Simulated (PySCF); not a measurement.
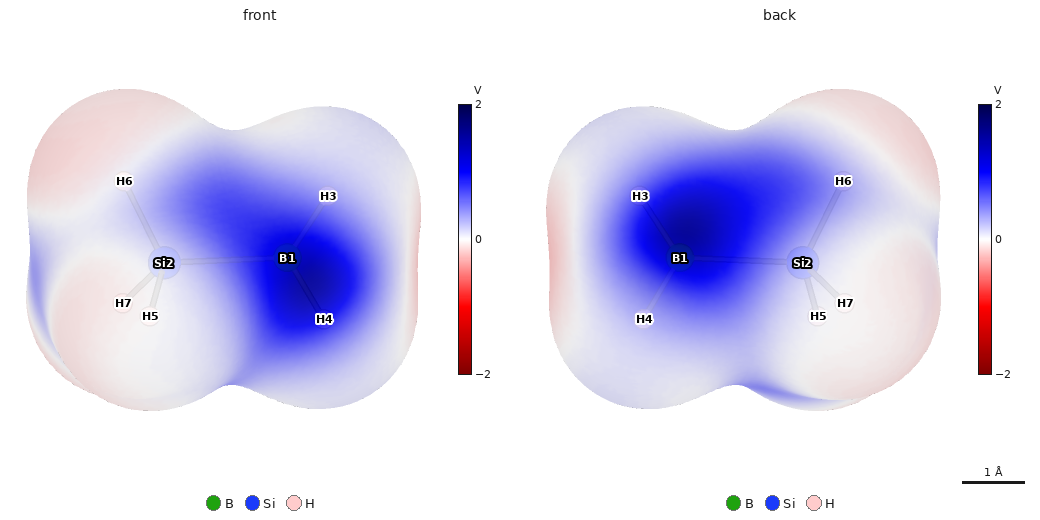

The picture shows: BH$_{5}$Si (boranylsilane). The molecular electrostatic potential painted on the density surface at 0.001 e/bohr³, seen from the front and from behind; the colour scale runs from red (negative) to blue (positive).

Geometry: PBE0-D3(BJ)/def2-SVP.

All numbers below come from PySCF, PBE0/pcSseg-1, SCF density, gas phase, non-relativistic.

```xyz
7

B     1.2126   -0.1073   -0.0148
Si   -0.7930    0.0905   -0.0451
H     1.9709    0.8329    0.0073
H     1.6965   -1.2153    0.0075
H    -1.3114   -0.3998    1.2763
H    -1.2858    1.4881   -0.2464
H    -1.3913   -0.7813   -1.1075
```

Describe the electrostatic potential map.

Answer. The most negative region (about −0.2 V) lies over H4, the most positive (about +1.5 V) over B1.
